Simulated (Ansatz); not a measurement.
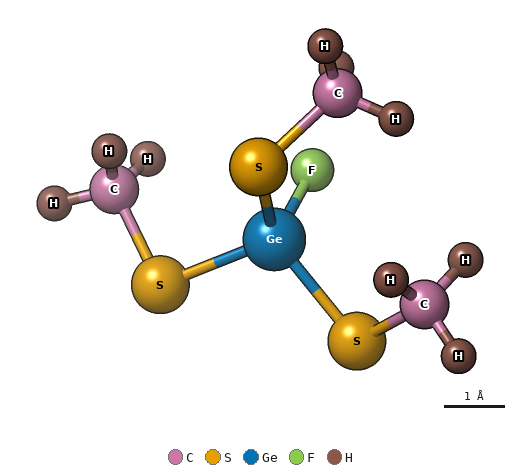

Fig. 1: The input geometry (ball-and-stick view, seen at a tilt). Sticks mark near contacts. Bond lengths as drawn: C–H 1.09 Å, C–S 1.81 to 1.82 Å, F–Ge 1.75 Å and Ge–S 2.19 to 2.21 Å.

C₃H₉FGeS₃: molecular dynamics (part 1 of 4)

The run: molecular dynamics of C₃H₉FGeS₃. Method and program: RKS PBE-d3bj/def2-SVP (Ansatz 0.2.0).

The geometry comes from this level: PBE0-D4/def2-TZVP.

## Output
```
Functional definition: PBE
  name "PBE"
  cite "Perdew, Burke & Ernzerhof, Phys. Rev. Lett. 77, 3865 (1996) doi:10.1103/PhysRevLett.77.3865"
  parent pbe
  parameter kappa = 0.804
  parameter beta = 0.06672455060314922
  exchange = pbe_x(kappa = kappa, mu = beta*pi^2/3)
  correlation = pbe_c(beta = beta)
2110 factors; their error is unknown
mean field evaluation 1: about -94934.6260 eV, gradient 8.5e1 eV
mean field evaluation 2: about -94896.1250 eV, gradient 1.5e2 eV
mean field evaluation 4: about -94950.6632 eV, gradient 1.1e1 eV
mean field evaluation 8: about -94950.8978 eV, gradient 3.1e-1 eV
mean field evaluation 16: about -94950.7731 eV, gradient 1.6e-3 eV
mean field -94950.77313209 eV, -3489.3765526585 hartree, gradient 6.0e-5 eV, S^2 0.000000; 0 other end points of the search recorded, 0 dependent functions left out
the calculation of the forces begins
reference -94950.77317615 eV, -3489.3765542777 hartree; 58, 58 occupied and 129, 129 virtual orbitals, 2110 factors
md step     0: t =     0.00 fs  T =  1000.0 K  F+E_penalty+E_count = -94951.33103169 eV  E_kin = 1.938900 eV  conserved = -94949.39213171 eV  (31 SCF iters)
these checks for a lower state are left out or cut short: starts, cluster_reference, orbital_swaps, neighbouring_geometries, increment
2110 factors; their error is unknown
mean field -94950.64744912 eV, -3489.3719338947 hartree, gradient 1.8e-5 eV, S^2 0.000000; 0 other end points of the search recorded, 0 dependent functions left out
the calculation of the forces begins
reference -94950.64749297 eV, -3489.3719355061 hartree; 58, 58 occupied and 129, 129 virtual orbitals, 2110 factors
md step     1: t =     1.00 fs  T =   942.9 K  F+E_penalty+E_count = -94951.20459386 eV  E_kin = 1.828278 eV  conserved = -94949.37631814 eV  (30 SCF iters, 3 dispersion substeps)
[... from here on the SCF iterations and repeated set-up lines of each step are left out, up to the last step ...]
md step     2: t =     2.00 fs  T =   791.6 K  F+E_penalty+E_count = -94950.89129013 eV  E_kin = 1.534891 eV  conserved = -94949.35642595 eV  (30 SCF iters, 3 dispersion substeps)
md step     3: t =     3.00 fs  T =   683.4 K  F+E_penalty+E_count = -94950.67759096 eV  E_kin = 1.324996 eV  conserved = -94949.35270084 eV  (30 SCF iters, 3 dispersion substeps)
md step     4: t =     4.00 fs  T =   659.6 K  F+E_penalty+E_count = -94950.63511466 eV  E_kin = 1.278866 eV  conserved = -94949.35650634 eV  (31 SCF iters, 3 dispersion substeps)
md step     5: t =     5.00 fs  T =   694.3 K  F+E_penalty+E_count = -94950.70678287 eV  E_kin = 1.346219 eV  conserved = -94949.36106290 eV  (30 SCF iters, 3 dispersion substeps)
md step     6: t =     6.00 fs  T =   741.5 K  F+E_penalty+E_count = -94950.80790733 eV  E_kin = 1.437749 eV  conserved = -94949.37099930 eV  (30 SCF iters, 3 dispersion substeps)
md step     7: t =     7.00 fs  T =   729.8 K  F+E_penalty+E_count = -94950.79346399 eV  E_kin = 1.415044 eV  conserved = -94949.37968515 eV  (30 SCF iters, 3 dispersion substeps)
md step     8: t =     8.00 fs  T =   629.8 K  F+E_penalty+E_count = -94950.58260299 eV  E_kin = 1.221134 eV  conserved = -94949.36320040 eV  (30 SCF iters, 3 dispersion substeps)
md step     9: t =     9.00 fs  T =   572.8 K  F+E_penalty+E_count = -94950.44893259 eV  E_kin = 1.110626 eV  conserved = -94949.34053566 eV  (30 SCF iters, 3 dispersion substeps)
md step    10: t =    10.00 fs  T =   679.1 K  F+E_penalty+E_count = -94950.68085440 eV  E_kin = 1.316778 eV  conserved = -94949.36692547 eV  (30 SCF iters, 3 dispersion substeps)
md step    11: t =    11.00 fs  T =   797.1 K  F+E_penalty+E_count = -94950.93117672 eV  E_kin = 1.545446 eV  conserved = -94949.38940244 eV  (30 SCF iters, 3 dispersion substeps)
md step    12: t =    12.00 fs  T =   767.0 K  F+E_penalty+E_count = -94950.85810072 eV  E_kin = 1.487152 eV  conserved = -94949.37555893 eV  (31 SCF iters, 3 dispersion substeps)
md step    13: t =    13.00 fs  T =   651.9 K  F+E_penalty+E_count = -94950.61668401 eV  E_kin = 1.264045 eV  conserved = -94949.35816635 eV  (30 SCF iters, 3 dispersion substeps)
md step    14: t =    14.00 fs  T =   568.5 K  F+E_penalty+E_count = -94950.45219597 eV  E_kin = 1.102327 eV  conserved = -94949.35626858 eV  (31 SCF iters, 3 dispersion substeps)
md step    15: t =    15.00 fs  T =   546.1 K  F+E_penalty+E_count = -94950.40965642 eV  E_kin = 1.058756 eV  conserved = -94949.35818909 eV  (30 SCF iters, 3 dispersion substeps)
md step    16: t =    16.00 fs  T =   569.8 K  F+E_penalty+E_count = -94950.45681545 eV  E_kin = 1.104811 eV  conserved = -94949.36028416 eV  (31 SCF iters, 3 dispersion substeps)
md step    17: t =    17.00 fs  T =   612.7 K  F+E_penalty+E_count = -94950.54723049 eV  E_kin = 1.187946 eV  conserved = -94949.36871303 eV  (31 SCF iters, 3 dispersion substeps)
md step    18: t =    18.00 fs  T =   614.5 K  F+E_penalty+E_count = -94950.55866753 eV  E_kin = 1.191456 eV  conserved = -94949.37792732 eV  (31 SCF iters, 3 dispersion substeps)
md step    19: t =    19.00 fs  T =   536.5 K  F+E_penalty+E_count = -94950.39505257 eV  E_kin = 1.040157 eV  conserved = -94949.36690777 eV  (30 SCF iters, 3 dispersion substeps)
md step    20: t =    20.00 fs  T =   476.1 K  F+E_penalty+E_count = -94950.25516059 eV  E_kin = 0.923165 eV  conserved = -94949.34524078 eV  (33 SCF iters, 3 dispersion substeps)
md step    21: t =    21.00 fs  T =   553.9 K  F+E_penalty+E_count = -94950.42347165 eV  E_kin = 1.073973 eV  conserved = -94949.36410554 eV  (31 SCF iters, 3 dispersion substeps)
md step    22: t =    22.00 fs  T =   661.6 K  F+E_penalty+E_count = -94950.65199146 eV  E_kin = 1.282847 eV  conserved = -94949.38546568 eV  (31 SCF iters, 3 dispersion substeps)
md step    23: t =    23.00 fs  T =   655.7 K  F+E_penalty+E_count = -94950.62620036 eV  E_kin = 1.271429 eV  conserved = -94949.37304181 eV  (31 SCF iters, 3 dispersion substeps)
md step    24: t =    24.00 fs  T =   585.7 K  F+E_penalty+E_count = -94950.47513943 eV  E_kin = 1.135659 eV  conserved = -94949.35967507 eV  (31 SCF iters, 3 dispersion substeps)
md step    25: t =    25.00 fs  T =   538.2 K  F+E_penalty+E_count = -94950.38198028 eV  E_kin = 1.043449 eV  conserved = -94949.36056252 eV  (31 SCF iters, 3 dispersion substeps)
md step    26: t =    26.00 fs  T =   522.1 K  F+E_penalty+E_count = -94950.34888504 eV  E_kin = 1.012217 eV  conserved = -94949.36053060 eV  (31 SCF iters, 3 dispersion substeps)
md step    27: t =    27.00 fs  T =   533.5 K  F+E_penalty+E_count = -94950.36779331 eV  E_kin = 1.034372 eV  conserved = -94949.35920854 eV  (31 SCF iters, 3 dispersion substeps)
md step    28: t =    28.00 fs  T =   571.3 K  F+E_penalty+E_count = -94950.44430323 eV  E_kin = 1.107645 eV  conserved = -94949.36456576 eV  (31 SCF iters, 3 dispersion substeps)
md step    29: t =    29.00 fs  T =   597.7 K  F+E_penalty+E_count = -94950.50150633 eV  E_kin = 1.158844 eV  conserved = -94949.37291533 eV  (31 SCF iters, 3 dispersion substeps)
md step    30: t =    30.00 fs  T =   571.1 K  F+E_penalty+E_count = -94950.44319785 eV  E_kin = 1.107347 eV  conserved = -94949.36854704 eV  (31 SCF iters, 3 dispersion substeps)
md step    31: t =    31.00 fs  T =   538.3 K  F+E_penalty+E_count = -94950.36237612 eV  E_kin = 1.043628 eV  conserved = -94949.35386268 eV  (31 SCF iters, 3 dispersion substeps)
md step    32: t =    32.00 fs  T =   583.2 K  F+E_penalty+E_count = -94950.45714647 eV  E_kin = 1.130853 eV  conserved = -94949.36395797 eV  (31 SCF iters, 3 dispersion substeps)
md step    33: t =    33.00 fs  T =   652.2 K  F+E_penalty+E_count = -94950.60142903 eV  E_kin = 1.264558 eV  conserved = -94949.37745287 eV  (31 SCF iters, 3 dispersion substeps)
md step    34: t =    34.00 fs  T =   660.7 K  F+E_penalty+E_count = -94950.60544173 eV  E_kin = 1.281112 eV  conserved = -94949.36810989 eV  (31 SCF iters, 3 dispersion substeps)
md step    35: t =    35.00 fs  T =   640.9 K  F+E_penalty+E_count = -94950.55904438 eV  E_kin = 1.242651 eV  conserved = -94949.36343852 eV  (31 SCF iters, 3 dispersion substeps)
md step    36: t =    36.00 fs  T =   621.7 K  F+E_penalty+E_count = -94950.52125303 eV  E_kin = 1.205402 eV  conserved = -94949.36616066 eV  (31 SCF iters, 3 dispersion substeps)
md step    37: t =    37.00 fs  T =   592.5 K  F+E_penalty+E_count = -94950.45735393 eV  E_kin = 1.148780 eV  conserved = -94949.36212164 eV  (31 SCF iters, 3 dispersion substeps)
md step    38: t =    38.00 fs  T =   572.9 K  F+E_penalty+E_count = -94950.41161380 eV  E_kin = 1.110767 eV  conserved = -94949.35760227 eV  (31 SCF iters, 3 dispersion substeps)
md step    39: t =    39.00 fs  T =   587.8 K  F+E_penalty+E_count = -94950.44054391 eV  E_kin = 1.139707 eV  conserved = -94949.36089333 eV  (31 SCF iters, 3 dispersion substeps)
md step    40: t =    40.00 fs  T =   615.0 K  F+E_penalty+E_count = -94950.49787244 eV  E_kin = 1.192469 eV  conserved = -94949.36898737 eV  (31 SCF iters, 3 dispersion substeps)
md step    41: t =    41.00 fs  T =   606.4 K  F+E_penalty+E_count = -94950.47923657 eV  E_kin = 1.175774 eV  conserved = -94949.37073015 eV  (31 SCF iters, 3 dispersion substeps)
md step    42: t =    42.00 fs  T =   562.6 K  F+E_penalty+E_count = -94950.38152107 eV  E_kin = 1.090868 eV  conserved = -94949.36154623 eV  (33 SCF iters, 3 dispersion substeps)
md step    43: t =    43.00 fs  T =   543.0 K  F+E_penalty+E_count = -94950.33966298 eV  E_kin = 1.052799 eV  conserved = -94949.36129017 eV  (31 SCF iters, 3 dispersion substeps)
md step    44: t =    44.00 fs  T =   554.5 K  F+E_penalty+E_count = -94950.36626767 eV  E_kin = 1.075073 eV  conserved = -94949.36923428 eV  (31 SCF iters, 3 dispersion substeps)
md step    45: t =    45.00 fs  T =   559.1 K  F+E_penalty+E_count = -94950.36628628 eV  E_kin = 1.083974 eV  conserved = -94949.36412628 eV  (31 SCF iters, 3 dispersion substeps)
md step    46: t =    46.00 fs  T =   567.6 K  F+E_penalty+E_count = -94950.37896063 eV  E_kin = 1.100445 eV  conserved = -94949.36425527 eV  (31 SCF iters, 3 dispersion substeps)
md step    47: t =    47.00 fs  T =   572.1 K  F+E_penalty+E_count = -94950.38822386 eV  E_kin = 1.109235 eV  conserved = -94949.36880694 eV  (31 SCF iters, 3 dispersion substeps)
md step    48: t =    48.00 fs  T =   544.6 K  F+E_penalty+E_count = -94950.32565012 eV  E_kin = 1.056005 eV  conserved = -94949.36356444 eV  (31 SCF iters, 3 dispersion substeps)
md step    49: t =    49.00 fs  T =   511.3 K  F+E_penalty+E_count = -94950.24993046 eV  E_kin = 0.991317 eV  conserved = -94949.35651387 eV  (31 SCF iters, 3 dispersion substeps)
these checks for a lower state are left out or cut short: starts, cluster_reference, orbital_swaps, neighbouring_geometries, increment
2110 factors; their error is unknown
mean field -94949.73287830 eV, -3489.3383240368 hartree, gradient 2.3e-5 eV, S^2 0.000000; 0 other end points of the search recorded, 0 dependent functions left out
the calculation of the forces begins
reference -94949.73292347 eV, -3489.3383256971 hartree; 58, 58 occupied and 129, 129 virtual orbitals, 2110 factors
2110 factors; their error is unknown
mean field evaluation 416: about -94949.8645 eV, gradient 1.9e-1 eV
mean field -94949.73287830 eV, -3489.3383240369 hartree, gradient 2.3e-5 eV, S^2 0.000000; 1 other end points of the search recorded, 0 dependent functions left out
the calculation of the forces begins
reference -94949.73292347 eV, -3489.3383256971 hartree; 58, 58 occupied and 129, 129 virtual orbitals, 2110 factors
md step    50: t =    50.00 fs  T =   516.7 K  F+E_penalty+E_count = -94950.25691197 eV  E_kin = 1.001786 eV  conserved = -94949.35701008 eV  (33 SCF iters, 3 dispersion substeps)
```

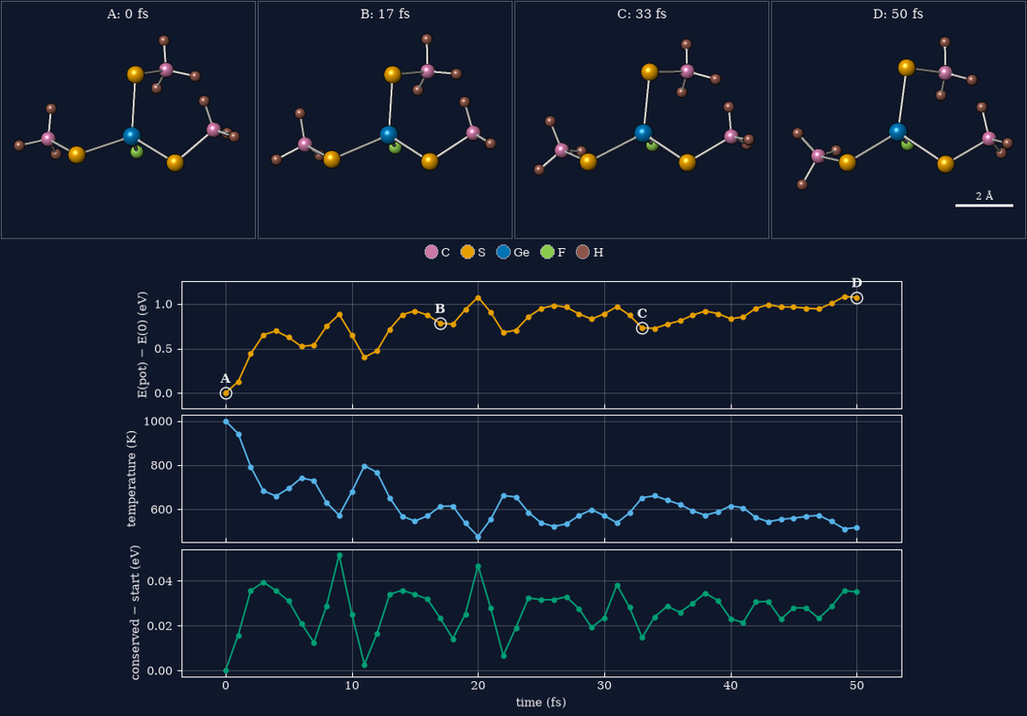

Fig. 2: Frames of the molecular dynamics (ball-and-stick, seen at a tilt) above the curves, on which the letters mark them. The trajectory kept here has 51 frames over 50 fs. The temperature starts at 1000 K, ranges from 476 to 1000 K and averages 574 K over the second half. The potential energy ends 1.074 eV above its first value. The conserved quantity stays within 0.052 eV. After an unweighted best fit of the last frame on the first, the root-mean-square displacement is 0.53 Å, and H11 has moved furthest (1.12 Å).

```
Total energy: -94950.25695715 eV, -3489.3575835794 hartree
Atom 0 at    -1.093610    -2.770645    -1.920789 Å, force    -1.858223    -0.744282     0.543585 eV/Å
Atom 1 at    -0.834619    -1.119513    -2.658074 Å, force     0.462340     0.165950     0.613924 eV/Å
Atom 2 at    -0.262701    -0.097925    -0.752980 Å, force     0.014969     1.787995     0.606323 eV/Å
Atom 3 at    -1.304498    -0.600886     0.613995 Å, force    -0.480961    -0.215385    -0.486193 eV/Å
Atom 4 at     1.647876    -0.366803     0.603798 Å, force    -0.621976     0.154209    -1.119293 eV/Å
Atom 5 at     0.931472     0.246395     2.175531 Å, force     1.740619    -0.410346     0.995185 eV/Å
Atom 6 at    -0.974383     2.127394    -1.308375 Å, force     0.494539    -1.538698    -0.045514 eV/Å
Atom 7 at    -0.401157     3.149658     0.099195 Å, force    -0.079647     0.526709     0.284563 eV/Å
Atom 8 at    -1.316485    -2.734249    -0.771351 Å, force     0.107177     0.015109    -1.774026 eV/Å
Atom 9 at    -2.014631    -3.172683    -2.515944 Å, force     1.209483     0.319716     1.130028 eV/Å
Atom 10 at    -0.243864    -3.446162    -2.096239 Å, force     0.246351    -0.063524    -0.070830 eV/Å
Atom 11 at    -0.062298    -0.152803     2.398560 Å, force    -0.129403    -0.519649     0.065322 eV/Å
Atom 12 at     0.824550     1.350292     2.140487 Å, force     0.379043    -0.080107     0.302351 eV/Å
Atom 13 at     1.763482    -0.139834     2.938160 Å, force    -1.712421     1.000682    -1.050329 eV/Å
Atom 14 at    -1.264888     3.099530     0.902336 Å, force     1.730794     0.491460    -1.060742 eV/Å
Atom 15 at    -0.239479     4.215052    -0.398818 Å, force    -0.295837    -1.710036     1.315980 eV/Å
Atom 16 at     0.602476     2.713645     0.473592 Å, force    -1.206846     0.820198    -0.250335 eV/Å
Dipole moment:     0.092718    -0.124036     0.228097 e Å
```

## Trajectory as extended XYZ (Å, eV, eV/Å), 46 of the 51 frames kept, from step=0 to step=50
```
17
Properties=species:S:1:pos:R:3:forces:R:3 step=0 time_fs=0.0 energy=-94951.33103 temperature=1000.0
C    -0.6205   -2.8382   -1.7144   -0.0095   0.1628  -0.0886
S    -0.6580   -1.1985   -2.4976   -0.0172   0.1964  -0.5589
Ge   -0.4439    0.0234   -0.6969    0.1611   0.1308  -0.2292
F    -1.5927   -0.5547    0.4944   -0.4634  -0.2544   0.5272
S     1.5054   -0.2907    0.2941    0.4949  -0.0822  -0.2601
C     1.0419   -0.0962    2.0402    0.0622  -0.0446  -0.1802
S    -0.9134    2.0990   -1.2304   -0.3181   0.1744  -0.4589
C     0.0107    2.9936    0.0491   -0.0971  -0.1135  -0.1410
H    -1.4733   -2.9694   -1.0510   -0.4505  -0.0871   0.3893
H    -0.6789   -3.5618   -2.5271   -0.0302  -0.3859  -0.4133
H     0.3103   -2.9860   -1.1682    0.5015  -0.0891   0.3210
H     0.1556   -0.6819    2.2719   -0.5118  -0.3002   0.1368
H     0.8753    0.9501    2.2921   -0.1019   0.5683   0.1667
H     1.8868   -0.4711    2.6175    0.4353  -0.1892   0.3212
H    -0.4984    2.9389    1.0105   -0.2484  -0.0123   0.5476
H     0.0467    4.0333   -0.2753    0.0245   0.5463  -0.1555
H     1.0274    2.6100    0.1314    0.5684  -0.2206   0.0758
17
Properties=species:S:1:pos:R:3:forces:R:3 step=1 time_fs=1.0 energy=-94951.20459 temperature=942.9
C    -0.6348   -2.8377   -1.7167    1.6846   0.2177   0.6317
S    -0.6632   -1.1987   -2.5092   -0.0048   0.2438  -0.2712
Ge   -0.4398    0.0252   -0.6971    0.2207  -0.0758  -0.3529
F    -1.5798   -0.5528    0.4971   -0.5538  -0.2847   0.5655
S     1.5022   -0.2921    0.2990    0.4771  -0.0968  -0.2218
C     1.0433   -0.0894    2.0449   -1.6803   0.5534  -0.6953
S    -0.9115    2.0889   -1.2274   -0.3108   0.3721  -0.5253
C    -0.0018    2.9974    0.0414    0.2871  -0.5447   1.8896
H    -1.4582   -2.9675   -1.0301   -0.7383  -0.0978   0.5113
H    -0.7023   -3.5367   -2.5401   -0.0745  -0.6586  -0.5238
H     0.3460   -3.0098   -1.1543   -0.8567   0.1627  -0.5432
H     0.1394   -0.6576    2.3168   -0.1135  -0.1766  -0.1375
H     0.8529    0.9624    2.2993    0.1227   0.2974   0.0686
H     1.8580   -0.4650    2.5924    1.6430  -0.6334   1.1610
H    -0.5325    2.9412    1.0712    0.6296   0.1536  -1.2704
H     0.0561    4.0382   -0.2797   -0.1156   0.5244  -0.1484
H     1.0595    2.6309    0.1690   -0.6164   0.0432  -0.1379
17
Properties=species:S:1:pos:R:3:forces:R:3 step=2 time_fs=2.0 energy=-94950.89129 temperature=791.6
C    -0.6476   -2.8371   -1.7185    2.4960   0.0922   0.9836
S    -0.6685   -1.1989   -2.5209    0.0118   0.2813   0.0060
Ge   -0.4356    0.0270   -0.6973    0.2729  -0.2866  -0.4631
F    -1.5672   -0.5511    0.5002   -0.6364  -0.3118   0.5958
S     1.4992   -0.2935    0.3039    0.4626  -0.1087  -0.1810
C     1.0435   -0.0821    2.0491   -2.8698   0.9711  -0.7925
S    -0.9097    2.0790   -1.2246   -0.3108   0.5815  -0.5819
C    -0.0140    3.0008    0.0351    0.7843  -0.5512   3.0322
H    -1.4503   -2.9665   -1.0042   -0.7263  -0.0701   0.3989
H    -0.7264   -3.5179   -2.5580   -0.1011  -0.7166  -0.3874
H     0.3735   -3.0320   -1.1456   -1.6544   0.3455  -1.0499
H     0.1221   -0.6350    2.3604    0.3065  -0.0532  -0.4189
H     0.8316    0.9775    2.3071    0.3566  -0.0307  -0.0370
H     1.8449   -0.4649    2.5784    2.2643  -0.8431   1.6001
H    -0.5606    2.9449    1.1197    1.0539   0.2469  -2.2568
H     0.0644    4.0482   -0.2855   -0.2499   0.2902  -0.0832
H     1.0857    2.6523    0.2051   -1.4602   0.1634  -0.3651
```
